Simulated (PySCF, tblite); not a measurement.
# 1-chloroheptafluoropropane: dynamics, then NMR shifts on frames

How do NMR shifts of 1-chloroheptafluoropropane (`FC(F)(F)C(F)(F)C(F)(F)Cl`) change as the atoms move?

Computed with tblite 0.8.0 and PySCF 2.14.0, with density-fitted response routines of our own, on a single molecule in the gas phase. Atoms count from 0, in the outputs and in this text.

**1. Starting geometry**

11 atoms, charge 0, multiplicity 1; geometry from: GFN2-xTB.

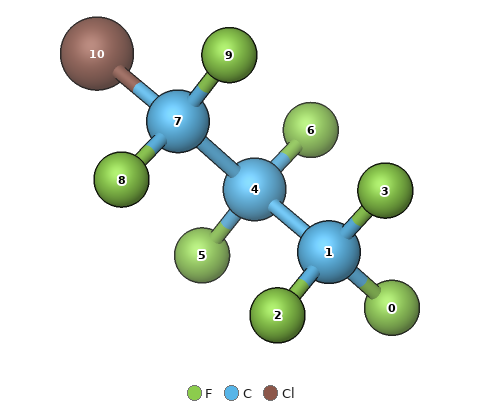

As it starts; fluorine green, carbon blue, chlorine brown, atoms numbered; sticks join atoms by distance.

**2. A short Langevin run with GFN2-xTB**

What the job is given:

```
{"job": {"kind": "md", "xc": "GFN2-xTB", "basis": "xTB", "temperature": 600, "steps": 2000, "every": 50, "frames": 5}, "charge": 0, "multiplicity": 1}
F      2.384183     0.393829     0.405316
C      1.269280     0.356294    -0.313451
F      1.040903     1.576818    -0.783568
F      1.470978    -0.455404    -1.344628
C      0.079255    -0.138308     0.568955
F     -0.049788     0.695930     1.614025
F      0.387017    -1.351151     1.057817
C     -1.272179    -0.219684    -0.195660
F     -1.590405     0.981405    -0.688368
F     -1.157120    -1.050246    -1.236675
Cl    -2.556699    -0.786812     0.890272
```

Level: GFN2-xTB Langevin dynamics, gas phase.

Launch:

```bash
> OMP_NUM_THREADS=1 python probes_run.py task.json out
```

This one command runs all jobs of the session in turn.

Log:

```text
t/fs     T/K      E/eV
    0.0   526.4  -1199.27688
   25.0   465.8  -1198.92742
   50.0   644.6  -1198.92838
   75.0   395.2  -1198.74309
  100.0   453.8  -1198.80876
  125.0   413.0  -1198.71882
  150.0   528.8  -1198.63115
  175.0   633.2  -1198.58074
  200.0   619.3  -1198.60221
  225.0   487.8  -1198.51268
  250.0   548.2  -1198.58786
  275.0   504.4  -1198.53528
  300.0   490.6  -1198.28527
  325.0   576.5  -1198.41803
  350.0   588.0  -1198.40676
  375.0   539.1  -1198.57382
  400.0   668.2  -1198.74265
  425.0   710.6  -1198.68717
  450.0   460.3  -1198.51583
  475.0   548.3  -1198.56225
  500.0   702.8  -1198.84985
  525.0   363.9  -1198.70388
  550.0   653.8  -1198.97573
  575.0   507.9  -1198.68768
  600.0   486.8  -1198.79325
  625.0   558.4  -1198.85171
  650.0   447.1  -1198.83739
  675.0   418.4  -1198.79463
  700.0   507.5  -1198.90966
  725.0   478.2  -1198.77538
  750.0   527.1  -1198.84984
  775.0   486.4  -1198.67952
  800.0   563.7  -1198.67118
  825.0   539.7  -1198.82936
  850.0   649.5  -1198.79425
  875.0   618.0  -1198.73552
  900.0   275.5  -1198.57753
  925.0   518.8  -1198.65540
  950.0   432.2  -1198.37159
  975.0   616.1  -1198.47387
 1000.0   554.3  -1198.40788
```

Wall time 11 s (1 thread of Arm Neoverse V2, shared host); peak memory 0.18 GiB.

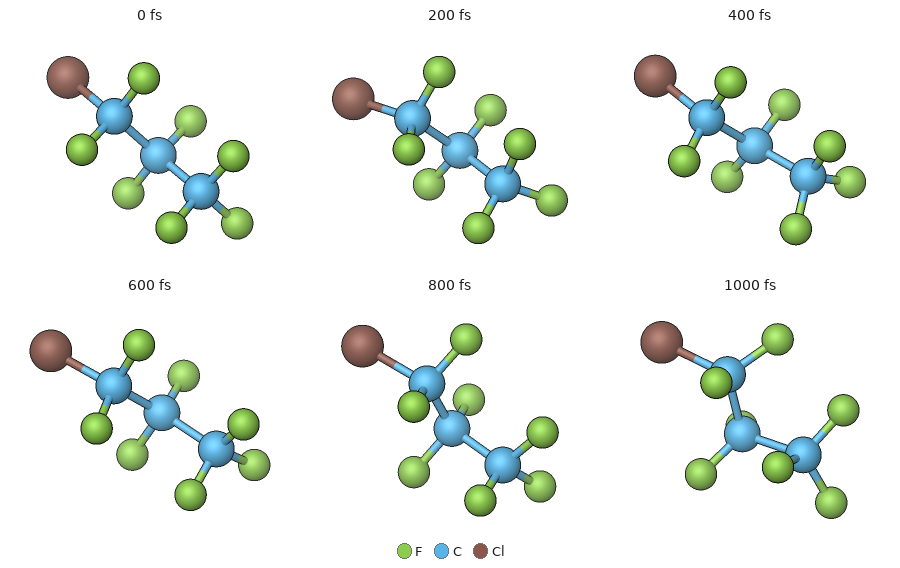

Frames of the run.

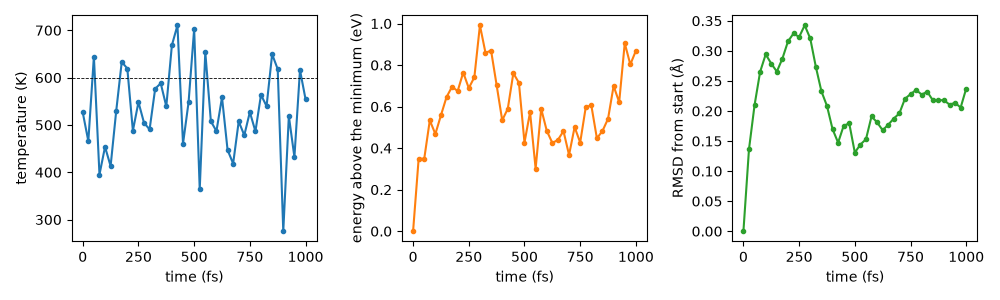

Temperature, potential energy and distance from the start.

Positions (Å) and forces (eV/Å) at 1000 fs:

```xyz
11

F     2.270   -0.053    0.045   -1.968   -0.561   -1.335
C     1.150   -0.532   -0.607   -0.477    0.126    0.856
F     0.714    0.297   -1.622    1.856   -1.055    0.938
F     1.444   -1.787   -1.056    0.323    2.256    0.418
C    -0.243   -0.506    0.274    0.496   -0.640   -0.072
F    -0.628    0.770    0.391    0.167   -0.200   -0.074
F    -0.260   -1.008    1.558    0.406    0.248   -1.687
C    -1.242   -1.287   -0.684    0.273   -1.048    1.190
F    -1.446   -0.671   -1.816    0.014    0.259   -0.577
F    -0.638   -2.503   -0.994   -1.778    0.969    0.551
Cl   -2.858   -1.419    0.132    0.688   -0.353   -0.208
```

**3. Nuclear shieldings: 250 fs, PBE0/pcSseg-1**

What the job is given:

```
{"job": {"kind": "nmr", "xc": "PBE0", "basis": "pcSseg-1", "pop": false}, "charge": 0, "multiplicity": 1}
F      2.328800    -0.520300     0.135300
C      1.078300    -0.157400    -0.265100
F      1.366900     1.184500    -0.451000
F      0.981100    -0.749500    -1.434300
C     -0.099400    -0.509300     0.744000
F      0.028300     0.371500     1.696900
F      0.176800    -1.733900     1.320900
C     -1.393300    -0.495300    -0.061200
F     -1.474700     0.576400    -0.832400
F     -1.358700    -1.644800    -0.766100
Cl    -2.951300    -0.472700     0.755900
```

Level: GIAO PBE0/pcSseg-1 NMR shielding, non-relativistic, gas phase.

Log:

```text
coarse grid: 12488 points
cycle   1  E = -1271.8857095521  dE =  2.091e+00  |g| = 1.439e+00  |ddm| = 3.017e+00
cycle   2  E = -1271.1269893604  dE =  7.587e-01  |g| = 2.659e+00  |ddm| = 2.294e+00
cycle   3  E = -1272.2510705325  dE = -1.124e+00  |g| = 8.798e-02  |ddm| = 1.537e+00
cycle   4  E = -1272.2512343522  dE = -1.638e-04  |g| = 8.507e-02  |ddm| = 9.708e-02
cycle   5  E = -1272.2522822928  dE = -1.048e-03  |g| = 1.100e-02  |ddm| = 5.039e-02
cycle   6  E = -1272.2522988873  dE = -1.659e-05  |g| = 2.604e-03  |ddm| = 7.840e-03
cycle   7  E = -1272.2522999045  dE = -1.017e-06  |g| = 1.007e-03  |ddm| = 2.302e-03
final grid: 126600 points
cycle   8  E = -1272.3618817480  dE = -7.093e-05  |g| = 7.915e-03  |ddm| = 2.517e-02
cycle   9  E = -1272.3618679870  dE =  1.376e-05  |g| = 1.238e-02  |ddm| = 1.154e-02
cycle  10  E = -1272.3618921850  dE = -2.420e-05  |g| = 5.923e-04  |ddm| = 6.642e-03
cycle  11  E = -1272.3618922196  dE = -3.455e-08  |g| = 2.291e-04  |ddm| = 7.179e-04
cycle  12  E = -1272.3618922278  dE = -8.250e-09  |g| = 9.874e-05  |ddm| = 2.718e-04
cycle  13  E = -1272.3618922294  dE = -1.604e-09  |g| = 1.593e-05  |ddm| = 7.150e-05
cycle  14  E = -1272.3618922295  dE = -3.911e-11  |g| = 6.828e-06  |ddm| = 1.690e-05
converged SCF energy = -1272.3618922295

GIAO shielding tensors (ppm)
atom      isotropic    diamagn.    paramagn.     s11        s22        s33       span
  0 F      222.403     470.185    -247.783    128.300    196.626    342.282    213.982
  1 C       51.314     235.515    -184.201     41.161     51.446     61.335     20.175
  2 F      210.552     472.994    -262.443    107.130    180.418    344.107    236.977
  3 F      249.884     471.795    -221.911    182.117    256.644    310.890    128.773
  4 C       70.639     241.385    -170.747     55.471     72.993     83.452     27.981
  5 F      317.420     469.532    -152.112    249.880    329.436    372.945    123.065
  6 F      282.073     468.861    -186.788    173.305    304.921    367.992    194.687
  7 C       55.239     235.625    -180.386     38.284     54.562     72.871     34.587
  8 F      239.110     473.418    -234.308    178.760    243.096    295.474    116.714
  9 F      233.228     470.535    -237.306    158.573    251.112    290.000    131.428
 10 Cl     590.379    1143.238    -552.860    272.103    464.312   1034.721    762.618
```

It took 24 s on 1 thread of Arm Neoverse V2, shared host; peak memory 0.88 GiB.

Shifts follow as δ = σ(reference) − σ, with reference shieldings (ppm) from runs at the same level and on the same kind of geometry: ¹³C TMS 186.9, ¹⁹F CFCl3 170.9, ³⁵Cl HCl 950. The references are single molecules in the gas phase, so shifts against H2O, NH3, PH3, H3PO4 or CFCl3 are not on the usual liquid scales and can be off by tens of ppm. Each atom is listed at this fixed geometry, with no averaging over motion; a spectrum would average atoms that exchange fast.

| atoms | environment | σ (ppm) | δ (ppm) |
| --- | --- | --- | --- |
| C1 | CF3 carbon | 51.3 | 135.6 |
| C7 | fully substituted sp3 carbon bonded to Cl and 2 F | 55.2 | 131.7 |
| C4 | fully substituted sp3 carbon bonded to 2 F | 70.6 | 116.3 |
| F2 | fluorine of a CF3 group | 210.6 | -39.6 |
| F0 | fluorine of a CF3 group | 222.4 | -51.5 |
| F9 | fluorine of a CF2 group | 233.2 | -62.3 |
| F8 | fluorine of a CF2 group | 239.1 | -68.2 |
| F3 | fluorine of a CF3 group | 249.9 | -78.9 |
| F6 | fluorine of a CF2 group | 282.1 | -111.1 |
| F5 | fluorine of a CF2 group | 317.4 | -146.5 |
| Cl10 | chlorine bonded to C | 590 | 359 |

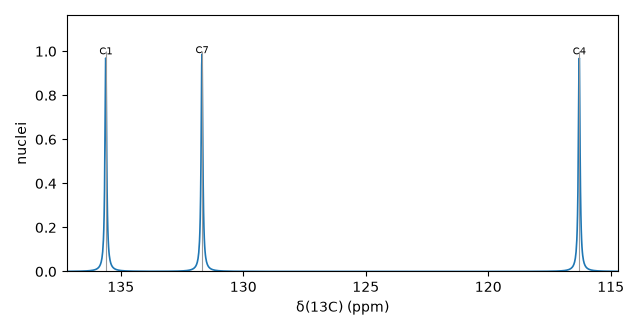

¹³C lines at the computed shifts, without couplings. Lines are broadened to a width of 0.08 ppm (Lorentzian).

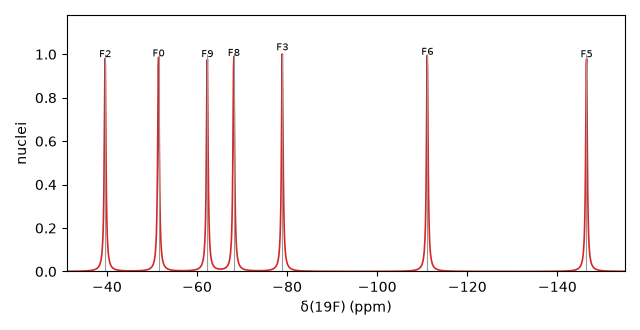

¹⁹F lines at the computed shifts, without couplings. Lines are broadened to a width of 0.43 ppm (Lorentzian).

**4. Shielding tensors: 425 fs, PBE0/pcSseg-1**

What the job is given:

```
{"job": {"kind": "nmr", "xc": "PBE0", "basis": "pcSseg-1", "pop": false}, "charge": 0, "multiplicity": 1}
F      2.333000    -1.042900     0.722300
C      1.482000    -0.530700    -0.057300
F      1.565900     0.813500    -0.235300
F      1.550600    -1.113500    -1.292100
C      0.044600    -0.764400     0.710800
F      0.068900    -0.130300     1.923100
F      0.051500    -2.060200     1.027200
C     -1.216900    -0.609700    -0.244800
F     -1.325000     0.709500    -0.685200
F     -1.096700    -1.293500    -1.338000
Cl    -2.774500    -1.100400     0.538500
```

Level: GIAO PBE0/pcSseg-1 NMR shielding, non-relativistic, gas phase.

Log:

```text
coarse grid: 12488 points
cycle   1  E = -1271.9128025930  dE =  1.944e+00  |g| = 1.403e+00  |ddm| = 3.011e+00
cycle   2  E = -1271.2480557826  dE =  6.647e-01  |g| = 2.515e+00  |ddm| = 2.100e+00
cycle   3  E = -1272.2593096284  dE = -1.011e+00  |g| = 1.032e-01  |ddm| = 1.396e+00
cycle   4  E = -1272.2597830407  dE = -4.734e-04  |g| = 9.091e-02  |ddm| = 1.129e-01
cycle   5  E = -1272.2611257099  dE = -1.343e-03  |g| = 1.353e-02  |ddm| = 5.704e-02
cycle   6  E = -1272.2611490879  dE = -2.338e-05  |g| = 4.119e-03  |ddm| = 9.474e-03
cycle   7  E = -1272.2611517022  dE = -2.614e-06  |g| = 1.140e-03  |ddm| = 3.007e-03
final grid: 126600 points
cycle   8  E = -1272.3697747757  dE = -6.352e-05  |g| = 7.974e-03  |ddm| = 2.299e-02
cycle   9  E = -1272.3697618790  dE =  1.290e-05  |g| = 1.218e-02  |ddm| = 1.121e-02
cycle  10  E = -1272.3697854672  dE = -2.359e-05  |g| = 6.947e-04  |ddm| = 6.383e-03
cycle  11  E = -1272.3697855166  dE = -4.939e-08  |g| = 2.800e-04  |ddm| = 7.333e-04
cycle  12  E = -1272.3697855282  dE = -1.159e-08  |g| = 1.246e-04  |ddm| = 2.683e-04
cycle  13  E = -1272.3697855307  dE = -2.518e-09  |g| = 1.753e-05  |ddm| = 8.252e-05
cycle  14  E = -1272.3697855308  dE = -4.093e-11  |g| = 8.140e-06  |ddm| = 1.814e-05
converged SCF energy = -1272.3697855308

GIAO shielding tensors (ppm)
atom      isotropic    diamagn.    paramagn.     s11        s22        s33       span
  0 F      277.210     466.426    -189.216    234.249    283.783    313.599     79.351
  1 C       55.853     242.219    -186.366     43.711     56.531     67.316     23.605
  2 F      251.553     474.499    -222.945    170.246    239.282    345.132    174.886
  3 F      243.142     472.026    -228.884    166.751    208.868    353.805    187.054
  4 C       64.512     242.383    -177.871     54.427     64.123     74.985     20.559
  5 F      286.487     471.438    -184.950    188.992    305.706    364.763    175.771
  6 F      301.807     469.303    -167.497    228.916    322.896    353.609    124.693
  7 C       45.254     236.403    -191.149     24.296     49.071     62.396     38.100
  8 F      214.333     474.694    -260.361    114.073    211.270    317.656    203.583
  9 F      236.998     470.127    -233.129    180.305    239.806    290.882    110.577
 10 Cl     566.363    1143.863    -577.501    264.023    389.718   1045.346    781.323
```

Run time: 23 s. Hardware: 1 thread of Arm Neoverse V2, shared host; peak memory 0.86 GiB.

This run: δ C7 141.7, C1 131.1, C4 122.4, F8 -43.4 ppm.

[end of part 1 of 2]
